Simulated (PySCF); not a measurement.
# Cl₃Si, doublet, SMILES `Cl[Si](Cl)Cl`: electronic structure

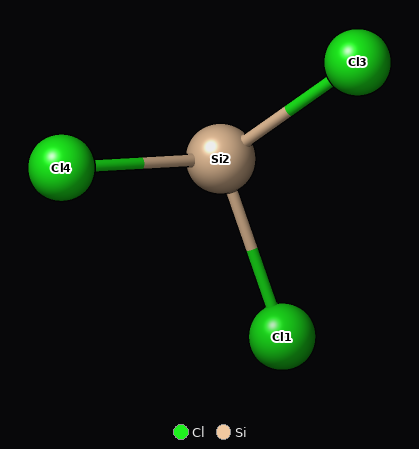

The molecule, with its atoms numbered as below. No frequency check shows the geometry to be a minimum.

Cartesian coordinates (Å):

```
Cl1     -0.5053    1.8436    0.1441
Si2      0.0002   -0.0001   -0.5249
Cl3     -1.3440   -1.3593    0.1441
Cl4      1.8492   -0.4842    0.1441
```

## 1. Bonding charge

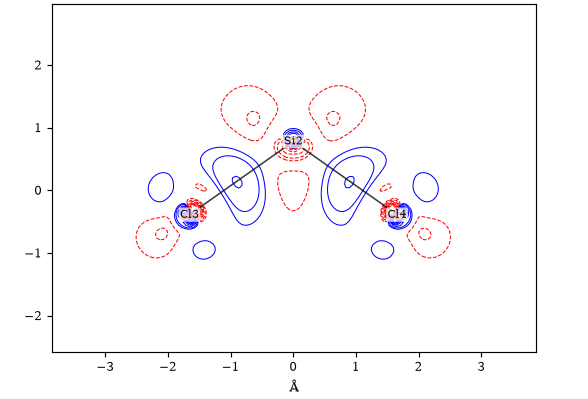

Deformation density (molecule less spherical, spin-averaged free atoms) in the plane of Si2, Cl3 and Cl4; contours at ±0.05 to ±0.8 e/Å³; solid blue lines: gain, dashed red lines: loss.

Computed with PySCF, TPSSh/def2-TZVP, geometry: GFN2-xTB. The stability of the open-shell solution wasn't checked. GFN2-xTB doesn't know the spin state, so this open-shell geometry is rough.

> How much density has each bond in this plane gained at its critical point, relative to the free atoms?

Si2–Cl4 and Si2–Cl3: +0.08 e/Å³ at the bond critical point (bond length 2.02 Å, Mayer order 1.2). In all, 0.8 electrons gather in the regions of gain relative to the promolecule. A small or negative value marks a very polar bond, one between electron-rich atoms, whose free-atom densities already overlap strongly, a long bond to a heavier atom, or a closed-shell contact such as a hydrogen bond.

## 2. Bond critical points

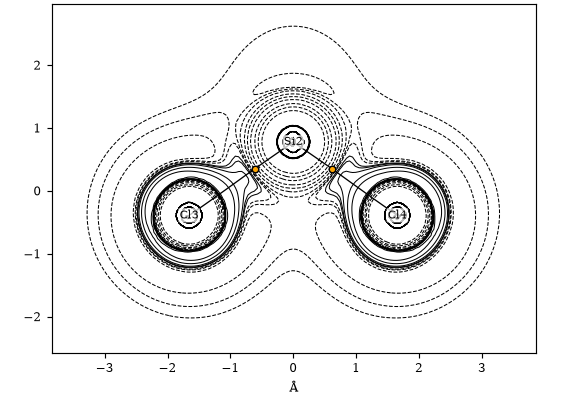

Negative Laplacian of the density (−∇²ρ) in the plane of Si2, Cl3 and Cl4 (solid lines positive, dashed lines negative, contours at ±0.02 to ±8 a.u.), with bond paths and bond critical points (dots).

> At which bond critical points in this plane is charge locally concentrated, and at which depleted?

At none is it concentrated. Depleted (∇²ρ > 0): Si2–Cl4 and Si2–Cl3 (+0.25 a.u., H = −0.055). A positive Laplacian with clearly negative H marks a strongly polar covalent bond, whose critical point lies close to the core of the less electronegative atom.

> Where along Si2–Cl4 does the critical point lie?

0.74 Å from Si2 and 1.28 Å from Cl4.

## 3. Electrostatic potential

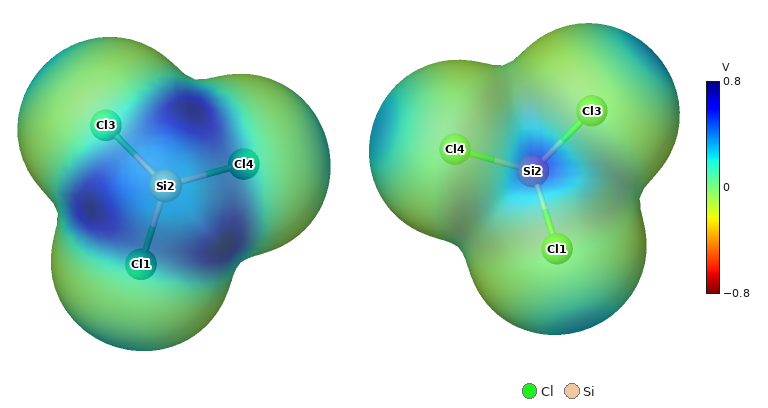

Electrostatic potential on the surface of electron density 0.001 a.u. (back view left, front view right).

> Where are the extremes of the potential on the surface?

Highest: 0.76 V, 2.2 Å from Si2, and at like points elsewhere. Further maxima include 0.56 V, off the Si2–Cl3 bond (2.3 Å from its atoms); 0.30 V, 2.0 Å from Cl4. Lowest: −0.12 V, 2.1 Å from Cl1, and at like points elsewhere. The surface is sampled at points, so like sites can differ by a few per cent and only the strongest of them is named.

> Does Cl4 carry a σ-hole?

Yes: a local maximum of +0.30 V lies on the extension of the Si2–Cl4 bond.

## 4. Spin density

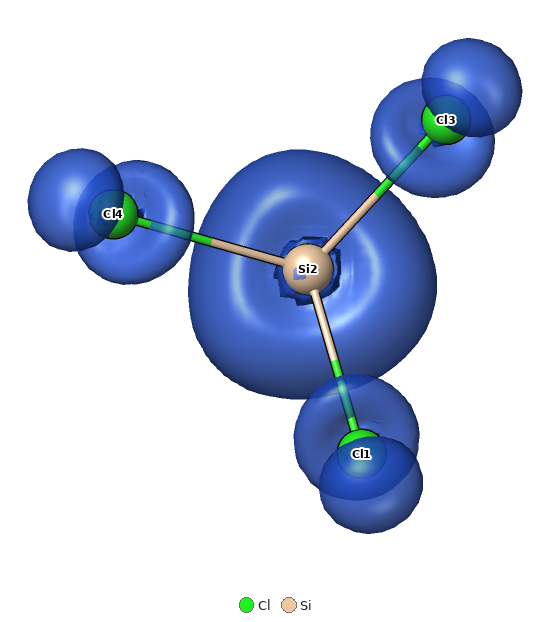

Spin density ρα − ρβ at ±0.03 e/Å³ (blue: excess α, red: excess β).

> Where is the unpaired spin?

Hirshfeld spin populations: Si2 +0.67 and Cl1, Cl3 and Cl4 +0.11. ⟨S²⟩ = 0.75, as for a pure state.

## 5. In an electric field

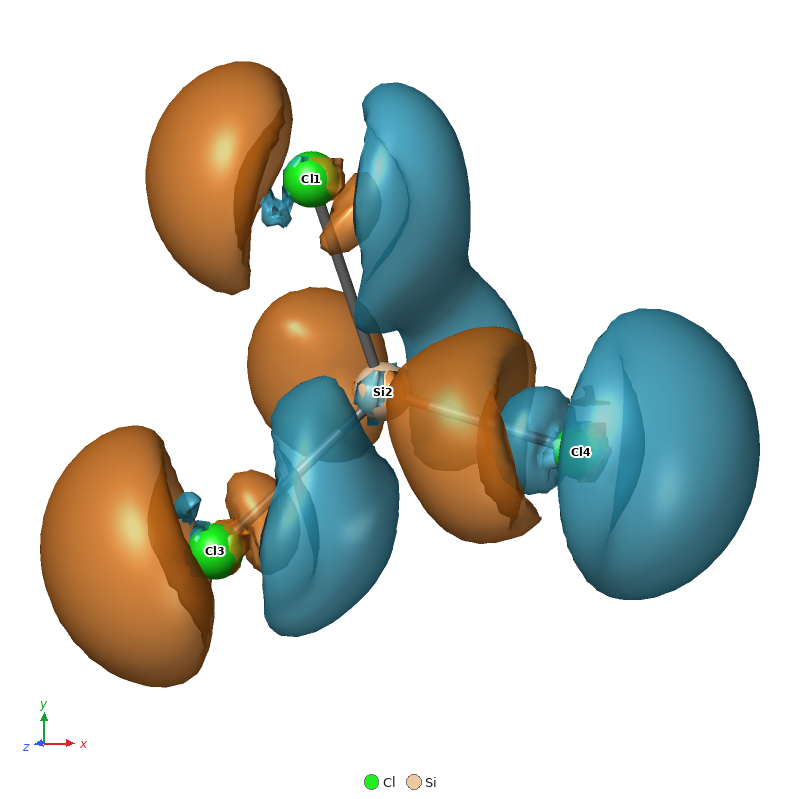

Change of the electron density in a uniform field of 0.26 V/Å, surfaces at ±0.002 e/Å³ (light blue: gain, orange: loss).

Level of theory: PBE0/def2-TZVP (PySCF), at a geometry from GFN2-xTB. A basis without diffuse functions makes polarisabilities too small. The stability of the open-shell solution wasn't checked. GFN2-xTB doesn't know the spin state, so this open-shell geometry is rough.

The field was applied in both directions; the picture shows the one opposite to the script's first.

> Along which Cartesian direction does the field point?

Along −x: electrons gather on the +x side, against the field.

> How large is the response?

The induced dipole is 0.84 D (along the field); α along this axis, from the fields in both directions, is 66 bohr³ (9.8 Å³).
